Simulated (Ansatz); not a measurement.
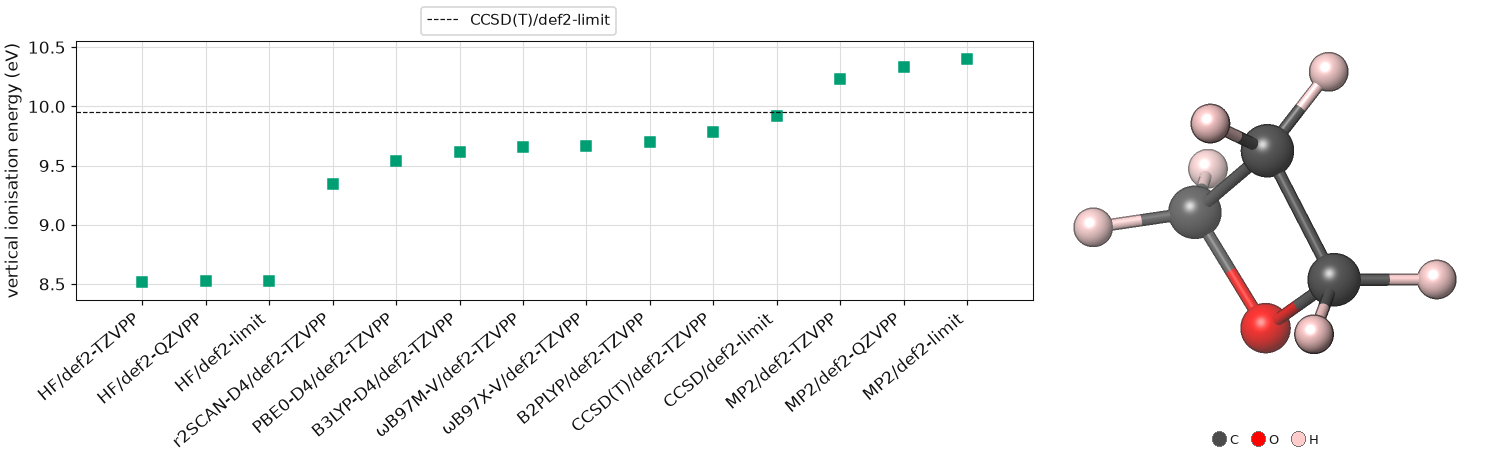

Vertical ionisation energy of C₃H₆O, SMILES C1COC1, taken as the energy of the cation less that of the neutral at fixed geometry (unrestricted doublet cation, cores frozen in correlated methods, no spin-orbit coupling), the Ansatz code, at a PBE0-D4/def2-TZVP geometry (a minimum by its frequencies). Limit means an estimate of the basis limit from triple and quadruple zeta; for coupled cluster it is either extrapolated directly or built as the MP2 limit plus the step from MP2 in triple zeta. B2PLYP/def2-TZVPP holds a correlation term that converges slowly with the basis, so part of the distance to the limit is basis error. The distance of CCSD(T)/def2-TZVPP, MP2/def2-TZVPP and MP2/def2-QZVPP to the limit includes basis error.

### What range do the values span, the line included?

From 8.51 eV (HF/def2-TZVPP) to 10.40 eV (MP2/def2-limit).

### Which level comes closest to the line (CCSD(T)/def2-limit), and which misses most?

Closest CCSD/def2-limit (9.92 eV), against 9.95 eV; farthest HF/def2-TZVPP (8.51 eV).
